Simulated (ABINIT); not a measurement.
# A GW chain in ABINIT: H4C (I-43m), part 3 of 3

Wanted: ground state, empty states, screening and self-energy for H4C (I-43m).

ABINIT 10.8.3; LDA and many-body steps on it, plane waves. Known limits of the many-body steps: not at the basis limit.

So far. Step 4 (Empty states on the mesh, 4×4×4 mesh, 33 bands): On this mesh the gap is 7.292 eV. Step 5 (Screening, 4×4×4 mesh, 29 bands, screening to 87.1 eV): Local fields lower ε∞ by 11 %.

## (6) Self-energy, 4×4×4 mesh, 29 bands, screening to 87.1 eV

The self-energy is evaluated for the states that the input lists, and the levels follow from it, in one-shot runs by the linearised quasiparticle equation.

This step: G0W0 on LDA, plane waves, norm-conserving pseudopotentials.

Input file run.abi:

```
acell 3*1.0 Angstrom
rprim 
  -2.478924680900 2.478924680900 2.478924680900
  2.478924680900 -2.478924680900 2.478924680900
  2.478924680900 2.478924680900 -2.478924680900
ntypat 2
znucl 1 6
natom 5
typat 1 1 1 1 2
xred 
  0.000000000000 0.000000000000 0.746312870000
  0.746312870000 0.000000000000 0.000000000000
  0.000000000000 0.746312870000 0.000000000000
  0.253687130000 0.253687130000 0.253687130000
  0.000000000000 0.000000000000 0.000000000000
pp_dirpath "pseudos"
pseudos "H.upf, C.upf"
ecut 37
ngkpt 4 4 4
nshiftk 1
shiftk 0 0 0
kptopt 1
chksymbreak 0
istwfk *1
occopt 1
irdwfk 1
optdriver 4
nband 29
gwcalctyp 0
ecutsigx 37
symsigma 1
nkptgw 1
kptgw 
  0.0000000000 0.0000000000 0.0000000000
bdgw 
  2 8
ecuteps 3.2
irdscr 1
ppmodel 1
indata_prefix "in"
outdata_prefix "out"
tmpdata_prefix "tmp"
```

Launch:

```bash
OMP_NUM_THREADS=1 mpirun -n 4 abinit run.abi > log
```

Numbers of over 12 decimals in the logs are rounded to 6 here.

What it wrote:

```text
.Version 10.8.3 of ABINIT. v10.8.2 released Aug 2026.

 Symmetries : space group I-4 3 m (#217); Bravais cI (body-center cubic)
[... echo of the input left out ...]
== DATASET  1 ==================================================================
-   mpi_nproc: 4, omp_nthreads: 1 (-1 if OMP is not activated)

--- !DatasetInfo
iteration_state: {dtset: 1, }
dimensions: {natom: 5, nkpt: 8, mband: 29, nsppol: 1, nspinor: 1, nspden: 1, mpw: 4434, }
cutoff_energies: {ecut:  37.0, pawecutdg:  -1.0, }
electrons: {nelect:   8.00000000E+00, charge:   0.00000000E+00, occopt:   1.00000000E+00, tsmear:   1.00000000E-02, }

 SIGMA: Calculation of the GW corrections

 Based on a program developped by R.W. Godby, V. Olevano, G. Onida, and L. Reining.
 Incorporated in ABINIT by V. Olevano, G.-M. Rignanese, and M. Torrent.
.Using double precision arithmetic ; gwpc =  8

[... cell and pseudopotentials left out ...]
--------------------------------------------------------------------------------

 ==== K-mesh for the wavefunctions ====
 Number of points in the irreducible wedge :     8
[... list of points left out ...]
 Together with 24 symmetry operations and time-reversal symmetry
 yields    64 points in the full Brillouin Zone.

 ==== Q-mesh for screening function ====
 Number of points in the irreducible wedge :     8
[... list of points left out ...]
 Together with 24 symmetry operations and time-reversal symmetry
 yields    64 points in the full Brillouin Zone.

 vcoul_init : cutoff-mode = AUXILIARY_FUNCTION
 q-points for optical limit:   1
     1)      0.000010    0.000020    0.000030
 setmesh: FFT mesh size selected  =    40x   40x   40
          total number of points  =        64000

 Number of electrons calculated from density =    8.0000; Expected =    8.0000
 average of density, n =  0.019456
 r_s =    2.3065
 omega_plasma =   13.4548 [eV]

 === KS Band Gaps ===
  >>>> For spin  1
   Minimum direct gap =   7.2921 [eV], located at k-point      :   0.0000  0.0000  0.0000
   Fundamental gap    =   7.2921 [eV], Top of valence bands at :   0.0000  0.0000  0.0000
                                       Bottom of conduction at :   0.0000  0.0000  0.0000
 SIGMA fundamental parameters:
 PLASMON POLE MODEL  1
 number of plane-waves for SigmaX                 4417
 number of plane-waves for SigmaC and W            135
 number of plane-waves for wavefunctions          4417
 number of bands                                    29
 number of independent spin polarizations            1
 number of spinorial components                      1
 number of k-points in IBZ                           8
 number of q-points in IBZ                           8
 number of symmetry operations                      24
 number of k-points in BZ                           64
 number of q-points in BZ                           64
 number of frequencies for dSigma/dE                 9
 frequency step for dSigma/dE [eV]                0.25
 number of omega for Sigma on real axis              0
 max omega for Sigma on real axis  [eV]           0.00
 zcut for avoiding poles [eV]                     0.10

 EPSILON^-1 parameters (SCR file):
 dimension of the eps^-1 matrix on file            135
 dimension of the eps^-1 matrix used               135
 number of plane-waves for wavefunctions          4417
 number of bands                                    29
 number of q-points in IBZ                           8
 number of frequencies                               2
 number of real frequencies                          1
 number of imag frequencies                          1

 matrix elements of self-energy operator (all in [eV])

 Perturbative Calculation

--- !SelfEnergy_ee
iteration_state: {dtset: 1, }
kpoint     : [   0.000,    0.000,    0.000, ]
spin       : 1
KS_gap     :    7.292
QP_gap     :   11.598
Delta_QP_KS:    4.306
data: !SigmaeeData |
     Band     E0 <VxcDFT>   SigX SigC(E0)      Z dSigC/dE  Sig(E)    E-E0       E
        2  -6.945 -14.081 -19.228   2.209   0.845  -0.183 -16.564  -2.482  -9.427
        3  -6.945 -14.081 -19.228   2.209   0.845  -0.183 -16.564  -2.482  -9.427
        4  -6.945 -14.081 -19.228   2.209   0.845  -0.183 -16.564  -2.482  -9.427
        5   0.347  -6.506  -2.657  -1.821   0.899  -0.112  -4.682   1.824   2.171
        6   5.306  -8.475  -3.483  -1.928   0.891  -0.122  -5.745   2.729   8.035
        7   5.306  -8.475  -3.483  -1.928   0.891  -0.122  -5.745   2.729   8.035
        8   5.306  -8.475  -3.483  -1.928   0.891  -0.122  -5.745   2.729   8.035

== END DATASET(S) ==============================================================
================================================================================

 -outvars: echo values of variables after computation  --------
           etotal      0.0000000000E+00
            nband          29
             nkpt           8
          spgroup         217
 [... the other variables as echoed above ...]

 Calculation completed.
```

Run time: 2.5 s. Hardware: 4 MPI ranks of Arm Neoverse V1, shared host; peak memory 0.12 GiB.

This step gave:

```yaml
g0w0_gap_on_the_points_computed: 11.60 eV
starting_gap_on_the_mesh: 7.292 eV
k_of_the_valence_top: 0, 0, 0
k_of_the_conduction_bottom: 0, 0, 0
z_at_the_valence_top: 0.845
z_at_the_conduction_bottom: 0.899
least_direct_g0w0_gap_on_the_computed_points: 11.60 eV
```

The gap on the mesh goes from 7.29 eV to 11.60 eV, a correction of +4.31 eV.

Limits: finite bands, cutoff and mesh. v1 is the top filled band, c1 the lowest empty one. The levels before and after the correction (eV, zero at the valence-band top of each column):

```csv
,conduction bottom,valence top
Kohn-Sham,7.29,0.00
G0W0,11.60,0.00
```

```csv
,level,energy (eV)
Kohn-Sham,Γ v3-v1,0.000
Kohn-Sham,Γ c1,7.292
Kohn-Sham,Γ c2-c4,12.251
G0W0,Γ v3-v1,0.000
G0W0,Γ c1,11.598
G0W0,Γ c2-c4,17.462
```

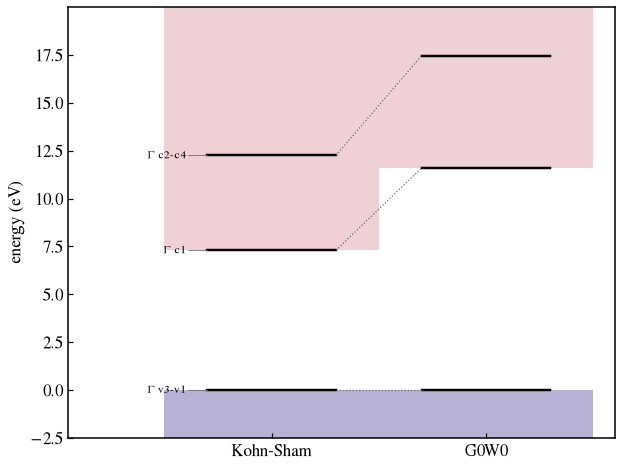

Levels before and after the correction. Shaded: valence and conduction bands.

## (7) Where the time went

Times are wall times on 4 MPI ranks of Arm Neoverse V1, shared host, good to a factor of about two.

```csv
step,time,share,memory (GiB)
ground state,7.1 s,24 %,0.38
bands along the symmetry lines,8.2 s,27 %,0.34
empty states on the mesh,8.2 s,28 %,0.33
screening,3.7 s,13 %,0.46
self-energy,2.5 s,8 %,0.12
```

## (8) Summary of results

| Property | Result |
| --- | --- |
| LDA gap | 7.29 eV, direct |
| G0W0 gap on the mesh | 11.60 eV |
| GW settings | 4×4×4 mesh, 29 bands, screening to 87.1 eV, Godby-Needs plasmon pole |
| known limits | not at the basis limit |

**Reading.** G0W0 moves the gap on the mesh from 7.29 eV to 11.60 eV (+4.31 eV), with Z of 0.84 and 0.90 at the edges. Local fields lower the RPA ε∞ on this mesh from 1.81 to 1.61. Only 1 of the mesh's irreducible points was corrected, so a valley elsewhere could overtake. Bands and cutoff are finite, so the gap is not at the basis limit. The miss can reach some tenths of an eV and take either sign; the mesh is an error of its own. In the G0W0 run levels were corrected at 1 k point alone, so a gap called «on the mesh» is the least over those, and an edge elsewhere would be missed.

[Paths, hosts, dates, memory and timing lines, banners, echoed tables and standing remarks are left out of the program output.]

[Logs are printed without paths, hosts, clocks, repeated set-up lines and the standing remarks that a program may print on its own settings, such as how far it seeks lower states.]

[Runs of the session that timed out or met a known fault of the program may be left out.]

[Hosts, paths, dates, database ids (printed as entryN), source tags and the programs' standing remarks are cut or masked in the printed files.]

[G0W0 gaps are taken among the corrected bands and points alone; a level outside them can change the order at an edge.]

[Where Ansatz stands beside ABINIT at settings called matched, ABINIT's density can come from a denser mesh and the files from another edition; pairs whose starting gaps differed by over 0.03 eV were left out, so agreement reads better than it is.]
